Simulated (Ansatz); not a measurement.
CH$_{6}$CuP: single-point calculation

CH$_{6}$CuP (Cu(PH3)Me), multiplicity 3, computed with UKS PBE-D4/def2-TZVP (Ansatz 0.2.0).

The geometry comes from this level: r2SCAN-D4/def2-TZVP.

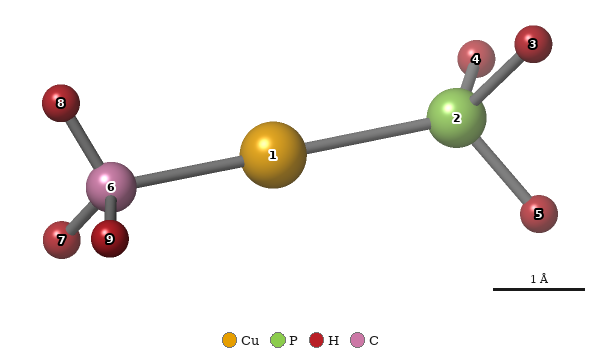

**Figure 1.** The input geometry (ball-and-stick view, seen at a tilt; atoms are numbered from 1 in the order of the input). Sticks mark near contacts.

Summary:

- outcome: converged
- total energy: −55048.8591 eV
- mean-field energy: −55048.7052 eV
- dispersion energy: −0.1539 eV
- ⟨S²⟩: 2.003
- SCF solution under orbital rotations: stable
- HOMO (either spin): −1.28 eV
- LUMO (either spin): −5.99 eV
- hardware: 2 threads of Arm Neoverse V2, 23 GiB of memory available, shared host
- wall time: 9.5 s (CPU time 18 s)
- peak memory: 0.35 GiB

Input:
```yaml
crystal:
  periodic: [false, false, false]
  atoms:
    - {symbol: Cu, position_ang: [0.004056, 0.007953, -0.217663]}
    - {symbol: P, position_ang: [-0.000991, -0.009895, 1.952287]}
    - {symbol: H, position_ang: [1.216764, -0.101595, 2.664393]}
    - {symbol: H, position_ang: [-0.686482, -1.034374, 2.644215]}
    - {symbol: H, position_ang: [-0.543183, 1.080178, 2.670758]}
    - {symbol: C, position_ang: [0.002821, 0.013807, -2.130269]}
    - {symbol: H, position_ang: [-1.018487, 0.014816, -2.526718]}
    - {symbol: H, position_ang: [0.512570, -0.869526, -2.530416]}
    - {symbol: H, position_ang: [0.512933, 0.898626, -2.526577]}
basis:
  gaussian: {orbitals: def2-TZVP, initial_orbitals: start.molden}
magnetization: {spin_polarized: true, initial_magnetization: 2}
hamiltonian: {xc: pbe, dispersion: d4}
scf: {omitted_lower_state_checks: [starts]}
output: {orbitals: {seedname: orbitals}}
```

Run as:
```bash
ansatz run in.yaml --threads 2 --pin off --events-out ev --progress --plain --max-ram 4352MiB
```

The program's output:
```
Functional definition: PBE
  name "PBE"
  cite "Perdew, Burke & Ernzerhof, Phys. Rev. Lett. 77, 3865 (1996) doi:10.1103/PhysRevLett.77.3865"
  parent pbe
  parameter kappa = 0.804
  parameter beta = 0.06672455060314922
  exchange = pbe_x(kappa = kappa, mu = beta*pi^2/3)
  correlation = pbe_c(beta = beta)
these checks for a lower state are left out or cut short: starts
1167 factors; their error is unknown
mean field evaluation 1: about -55048.5605 eV, gradient 7.7e0 eV
mean field evaluation 2: about -55048.7442 eV, gradient 3.2e-1 eV
mean field evaluation 4: about -55048.7051 eV, gradient 1.8e-1 eV
mean field evaluation 8: about -55048.7052 eV, gradient 2.5e-5 eV
mean field -55048.70519054 eV, -2023.0026023998 hartree, gradient 7.4e-6 eV, S^2 2.003324; 0 other end points of the search recorded, 0 dependent functions left out
reference -55048.70524636 eV, -2023.0026044513 hartree; 29, 27 occupied and 120, 122 virtual orbitals, 1167 factors
Total energy: -55048.85911797 eV, -2023.0082591286 hartree
Checks for a lower state left out: starts
```

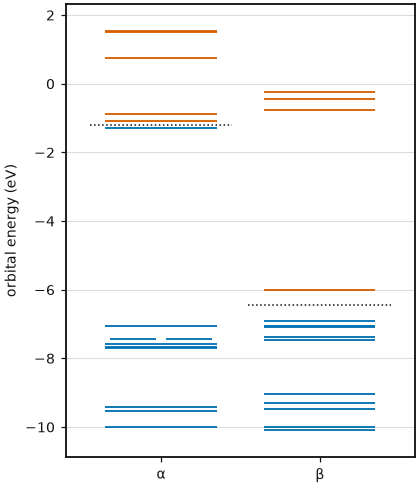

**Figure 2.** Orbital energies near the frontier for α and β spins; the dotted line parts filled from empty levels, and levels within 0.02 eV of each other stand side by side. α: highest filled −1.28 eV, lowest empty −1.09 eV, 0.19 eV apart; β: highest filled −6.90 eV, lowest empty −5.99 eV, 0.91 eV apart.
